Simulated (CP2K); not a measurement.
# CH2AlFO (SMILES F[CH]1[O][AlH]1) at GFN0-xTB

Aim: the energy difference between two shapes of CH2AlFO at GFN0-xTB, from 2 runs. 

The calculation is run with CP2K 2026.2.

4 further runs of the same task are left out: 4 set aside as unsound or not needed.

## (1) The structure to begin with

The species is CH2AlFO (6 atoms), meant as a singlet with charge 0. As SMILES, `F[CH]1[O][AlH]1`. Geometry: a GFN2-xTB relaxation, a rough one for these elements and not checked as a minimum.

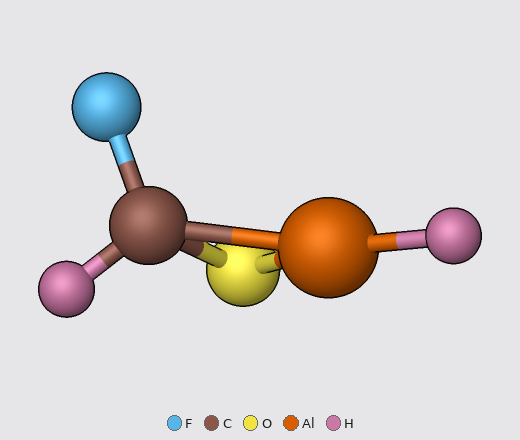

The structure, seen from a chosen angle (fluorine blue, carbon brown, oxygen yellow, aluminium orange, hydrogen pink).

## (2) Energy and gradient at GFN0-xTB

The input, mol.inp:

```
&GLOBAL
 PROJECT mol
 RUN_TYPE ENERGY_FORCE
 PRINT_LEVEL MEDIUM
&END GLOBAL

&FORCE_EVAL
 METHOD QS
 &DFT
  &QS
   METHOD XTB
   EPS_DEFAULT 1.0E-10
   &XTB
    GFN_TYPE 0
    CHECK_ATOMIC_CHARGES F
   &END XTB
  &END QS
  &POISSON
   PERIODIC NONE
   POISSON_SOLVER ANALYTIC
  &END POISSON
  &SCF
   SCF_GUESS ATOMIC
   EPS_SCF 1.0E-07
   MAX_SCF 150
   ADDED_MOS 8
   &DIAGONALIZATION
    ALGORITHM STANDARD
   &END DIAGONALIZATION
   &MIXING
    METHOD DIRECT_P_MIXING
    ALPHA 0.4
   &END MIXING
   &SMEAR ON
    METHOD FERMI_DIRAC
    ELECTRONIC_TEMPERATURE [K] 300
   &END SMEAR
  &END SCF
  ! extra output
  &PRINT
   &MOMENTS
    PERIODIC F
    REFERENCE COM
    MAX_MOMENT 1
   &END MOMENTS
   &MO ON
    ENERGIES T
    OCCUPATION_NUMBERS T
    NDIGITS 6
    &EACH
     QS_SCF 0
    &END EACH
    ADD_LAST NUMERIC
   &END MO
   &HIRSHFELD OFF
   &END HIRSHFELD
  &END PRINT
 &END DFT
 &SUBSYS
  ! box in angstrom
  &CELL
   ABC 15.9 14.4 14.2
   PERIODIC NONE
  &END CELL
  &COORD
   F      0.734280    -0.806660     1.443650
   C      0.746120    -0.124320     0.263230
   O     -0.186830    -0.899480    -0.738210
   Al    -0.934060     0.542700    -0.395140
   H      1.763960    -0.181650    -0.134340
   H     -2.123480     1.469410    -0.439190
  &END COORD
  &TOPOLOGY
   &CENTER_COORDINATES
   &END CENTER_COORDINATES
  &END TOPOLOGY
 &END SUBSYS
 &PRINT
  &FORCES ON
  &END FORCES
 &END PRINT
&END FORCE_EVAL
```

Command:

```bash
OMP_NUM_THREADS=1 cp2k.psmp -i mol.inp > mol.out 2>&1
```

Log:

```text
CP2K| version string:                                       CP2K version 2026.2
[...]
 GLOBAL| Method name                                                        CP2K
[...]
 GLOBAL| Run type                                                   ENERGY_FORCE
[...]
                             - Atoms:                                          6
[...]
                             - Spherical basis functions:                     25
[...]
 Number of electrons:                                                         22
[...]
  Fermi energy:                                                -0.31033821824032
[...]
 TB_DIPOLE| Moment [Debye]         -3.00605410       4.92071470      -1.01564878
 TB_DIPOLE| Derivative [a.u.]       0.00000000       0.00000000       0.00000000
[...]
 ENERGY| Total FORCE_EVAL ( QS ) energy [hartree]            -11.581480005040440
 FORCES| Atomic forces [hartree/bohr]
 FORCES|   Atom     x               y               z               |f|
 FORCES|      1  2.84825165E-04 -3.45731945E-03 -7.16751444E-03   7.96287928E-03
 FORCES|      2 -2.36137557E-02 -5.60553789E-03 -1.90055066E-02   3.08259760E-02
 FORCES|      3  2.46510756E-02  1.29582574E-02  2.67069346E-02   3.85856491E-02
 FORCES|      4 -2.64191491E-03  5.10397407E-04 -1.88668704E-03   3.28630612E-03
 FORCES|      5 -4.41767253E-04 -4.62237097E-03  4.81192879E-04   4.66829929E-03
 FORCES|      6  1.76153711E-03  2.16573466E-04  8.71580622E-04   1.97726322E-03
 FORCES| Sum     1.06468653E-16  5.22314397E-17 -1.96565854E-16
 FORCES| Total atomic force                                       2.29568797E-16
[...]
```

Wall time 0.22 s (1 thread of Arm Neoverse V2, shared host).

## (3) The distorted shape

The input, qs.inp:

```
&GLOBAL
   PROJECT_NAME qs
   RUN_TYPE ENERGY_FORCE
   PRINT_LEVEL MEDIUM
&END GLOBAL

&FORCE_EVAL
   METHOD QUICKSTEP
   &DFT
      &QS
         METHOD XTB
         EPS_DEFAULT 1.0E-10
         &XTB
            GFN_TYPE 0
            CHECK_ATOMIC_CHARGES F
         &END XTB
      &END QS
      ! no periodic images
      &POISSON
         PERIODIC NONE
         POISSON_SOLVER ANALYTIC
      &END POISSON
      &SCF
         SCF_GUESS ATOMIC
         EPS_SCF 1.0E-07
         MAX_SCF 150
         ADDED_MOS 8
         &DIAGONALIZATION
            ALGORITHM STANDARD
         &END DIAGONALIZATION
         &MIXING
            METHOD DIRECT_P_MIXING
            ALPHA 0.4
         &END MIXING
         &SMEAR ON
            METHOD FERMI_DIRAC
            ELECTRONIC_TEMPERATURE [K] 300
         &END SMEAR
      &END SCF
      &PRINT
         &MOMENTS
            PERIODIC F
            REFERENCE COM
            MAX_MOMENT 1
         &END MOMENTS
         &MO ON
            ENERGIES T
            OCCUPATION_NUMBERS T
            NDIGITS 6
            &EACH
               QS_SCF 0
            &END EACH
            ADD_LAST NUMERIC
         &END MO
         &HIRSHFELD OFF
         &END HIRSHFELD
      &END PRINT
   &END DFT
   &SUBSYS
      ! box in angstrom
      &CELL
         ABC 15.8 14.2 14.3
         PERIODIC NONE
      &END CELL
      &COORD
         F      0.536313    -0.789323     1.390662
         C      0.751935    -0.165400     0.411881
         O     -0.130956    -0.923681    -0.860592
         Al    -1.121116     0.605640    -0.371538
         H      1.656436    -0.167674    -0.041060
         H     -2.124070     1.313315    -0.392876
      &END COORD
      &TOPOLOGY
         &CENTER_COORDINATES
         &END CENTER_COORDINATES
      &END TOPOLOGY
   &END SUBSYS
   &PRINT
      &FORCES ON
      &END FORCES
   &END PRINT
&END FORCE_EVAL
```

Command:

```bash
OMP_NUM_THREADS=1 cp2k.psmp qs.inp > qs.out
```

Log:

```text
CP2K| version string:                                       CP2K version 2026.2
[...]
 GLOBAL| Method name                                                        CP2K
[...]
 GLOBAL| Run type                                                   ENERGY_FORCE
[...]
                             - Atoms:                                          6
[...]
                             - Spherical basis functions:                     25
[...]
 Number of electrons:                                                         22
[...]
  Fermi energy:                                                -0.30723396430572
[...]
 TB_DIPOLE| Moment [Debye]         -3.98539382       6.47501457       2.29323938
 TB_DIPOLE| Derivative [a.u.]       0.00000000       0.00000000       0.00000000
[...]
 ENERGY| Total FORCE_EVAL ( QS ) energy [hartree]            -11.493965332861711
 FORCES| Atomic forces [hartree/bohr]
 FORCES|   Atom     x               y               z               |f|
 FORCES|      1 -1.74337540E-02 -1.05070622E-01  1.43737111E-01   1.78896977E-01
 FORCES|      2 -6.81087411E-02  1.30554971E-01 -1.30970038E-01   1.97069916E-01
 FORCES|      3 -1.72298672E-02  1.31782771E-02  5.23341499E-03   2.23142094E-02
 FORCES|      4  1.66316497E-01 -1.18434212E-01  3.47089381E-03   2.04205501E-01
 FORCES|      5  6.68001970E-02 -1.16770994E-02 -1.86305875E-02   7.03258115E-02
 FORCES|      6 -1.30344331E-01  9.14486852E-02 -2.84079470E-03   1.59250045E-01
 FORCES| Sum     5.55111512E-17 -1.11022302E-16  8.84708973E-17
 FORCES| Total atomic force                                       1.52428800E-16
[...]
```

Wall time 0.22 s (1 thread of Arm Neoverse V2, shared host).

## (4) Results

At GFN0-xTB:

| quantity | value |
| --- | --- |
| first shape: total energy | -11.58148 Eh |
| first shape: dipole moment (from atomic charges alone) | 5.86 D |
| first shape: HOMO energy | -10.53 eV |
| first shape: LUMO energy | -7.55 eV |
| first shape: HOMO–LUMO gap | 2.98 eV |
| first shape: dispersion energy | -2.55 kJ/mol |
| first shape: largest force on an atom | 1.984 eV/Å |
| distorted shape: total energy | -11.49397 Eh |
| distorted shape: dipole moment (from atomic charges alone) | 7.94 D |
| distorted shape: HOMO energy | -9.97 eV |
| distorted shape: LUMO energy | -7.46 eV |
| distorted shape: HOMO–LUMO gap | 2.51 eV |
| distorted shape: dispersion energy | -2.63 kJ/mol |
| distorted shape: largest force on an atom | 10.501 eV/Å |
| energy change with the atoms displaced | 2.381 eV |

In words: With the atoms displaced the energy rises by 2.38 eV (55 kcal/mol). The first shape isn't relaxed at this level, so the change isn't measured from a minimum. The largest force (first shape) is 1.98 eV/Å: the shape isn't a stationary point for this species at this level. The dipole (first shape) comes from point charges on the atoms alone, without atomic dipoles, so it is partial. The dipole (distorted shape) comes from point charges on the atoms alone, without atomic dipoles, so it is partial.
